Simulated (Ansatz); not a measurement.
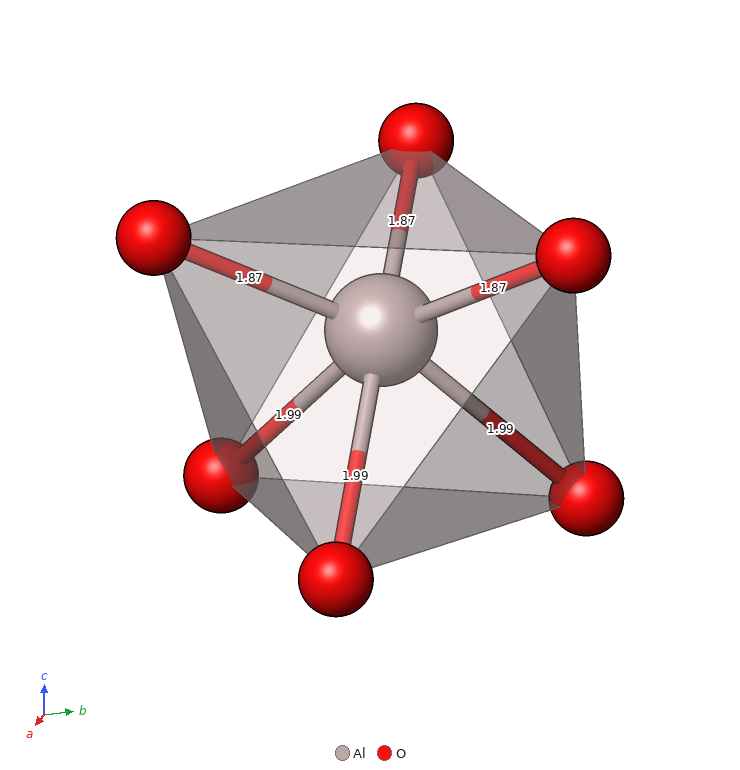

The AlO6 unit about Al in Al₂O₃. Origin: the geometry relaxed with DFT PBE, scalar-relativistic, plane waves, PAW in Ansatz.

Al2O3, space group R-3c:H (No. 167), a = 4.809 Å, b = 4.809 Å, c = 13.123 Å, α = 90.00°, β = 90.00°, γ = 120.00°

```json
{"site": "Al", "Wyckoff": "12c", "x": "0.6667", "y": "0.3333", "z": "0.1855"}
{"site": "O", "Wyckoff": "18e", "x": "0.6395", "y": "0.6667", "z": "0.4167"}
```

> Compute the usual distortion measures of this polyhedron.

It is closest to the octahedron.

```json
{"measure": "mean bond length", "value": "1.933 Å"}
{"measure": "bond-length distortion index (Baur)", "value": "0.030"}
{"measure": "effective coordination number (Hoppe)", "value": "5.82"}
{"measure": "shape measure against the octahedron", "value": "0.59"}
{"measure": "shape measure against the trigonal prism", "value": "15.47"}
{"measure": "centre off the ligands' centroid by", "value": "0.25 Å"}
{"measure": "polyhedral volume", "value": "9.35 Å³"}
{"measure": "quadratic elongation", "value": "1.020"}
{"measure": "bond-angle variance", "value": "67.1 deg²"}
```
